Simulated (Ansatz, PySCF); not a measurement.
AlH3 (SMILES [AlH3]) and AsH3 (SMILES [AsH3]) are pulled apart as rigid monomers along the line of their centres of mass, from the B3LYP-D3(BJ)/def2-TZVP minimum. Starting geometry (charge 0, multiplicity 1):
```
atom    x (Å)    y (Å)    z (Å)
----  -------  -------  -------
Al     0.2822   0.6255   0.5610
H     -0.5405  -0.2926  -0.4415
H     -0.2475   2.0913   0.8698
H      1.8116   0.2894   0.8303
As    -0.6518  -0.4896   2.7987
H     -0.1867   0.0103   4.1465
H     -0.4327  -1.9611   3.0628
H     -2.1331  -0.4681   3.0957
```

Interaction energies with rigid monomers; basis-set methods are counterpoise corrected unless marked otherwise.

Frozen-core correlation. Filled d and f shells under p-block atoms count as core. Rows in 3-21G carry no dispersion term and start afresh at each structure; the Pople sets are all-electron and without relativity.

The values were computed with Ansatz (Gaussian basis) for Hartree–Fock, density functionals and correlated methods; PySCF for 3-21G rows, the dispersion terms. 

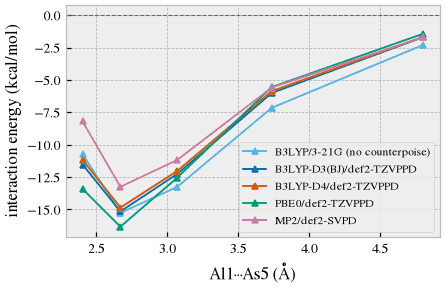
Figure. Interaction energy against separation

**Question.** Which level binds most strongly at Al1···As5 = 2.67, and by how much?

**Answer.** PBE0/def2-TZVPPD, -16.3 kcal/mol.

Ansatz is a first-principles code.
